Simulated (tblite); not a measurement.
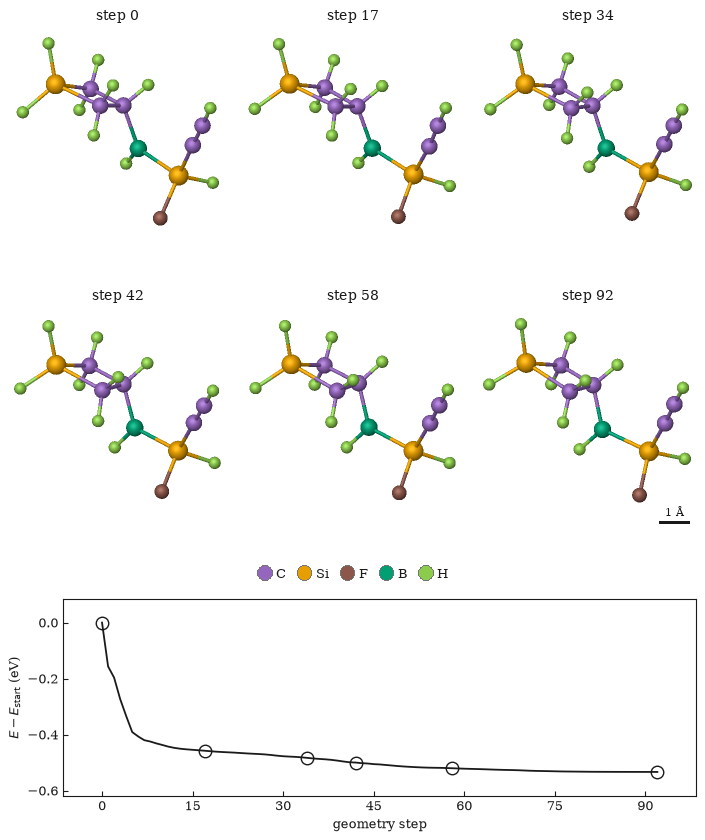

Frames of a relaxation of C₅H₁₀BFSi₂, marked on the history of the run. A ball-and-stick model, seen from a free direction.

Computed with GFN2-xTB geometry optimisation, gas phase (tblite). 

> What happens along the run?

The largest move after the best rigid fit is that of an H atom, 0.82 Å. Largest moves by element: H 0.82 Å, F 0.33 Å, B 0.26 Å, C 0.24 Å, Si 0.14 Å. Among the contacts that change: B–C 1.612 → 1.548 Å, C–Si 1.857 → 1.915 Å, C–Si 1.822 → 1.861 Å, C–C 1.536 → 1.575 Å. Bond angles that change, for instance: B–C–C 112.9° → 92.0°, B–Si–H 109.0° → 120.4°, Si–C–H 111.3° → 120.3°. Groups turn about B–Si by about 25°, B–C by about 25°. The energy falls by 0.533 eV in 92 geometry steps. From step 0 to 17: an H atom moves most (0.18 Å), energy −0.457 eV. From step 17 to 34: an H atom moves most (0.23 Å), energy −0.025 eV. From step 34 to 42: an H atom moves most (0.24 Å), energy −0.017 eV. From step 42 to 58: an H atom moves most (0.19 Å), energy −0.020 eV. From step 58 to 92: the F atom moves most (0.21 Å), energy −0.013 eV.

```
step  E − E(0), eV
   0        0.0000
   1       -0.1563
   2       -0.1965
   3       -0.2726
   4       -0.3334
   5       -0.3908
   6       -0.4066
   7       -0.4197
   8       -0.4246
   9       -0.4312
  10       -0.4369
  14       -0.4524
  19       -0.4609
  23       -0.4656
  27       -0.4706
  32       -0.4793
  36       -0.4867
  40       -0.4959
  45       -0.5052
  49       -0.5121
  53       -0.5171
  57       -0.5191
  62       -0.5227
  66       -0.5255
  70       -0.5280
  75       -0.5308
  79       -0.5320
  83       -0.5327
  88       -0.5330
  92       -0.5331
```
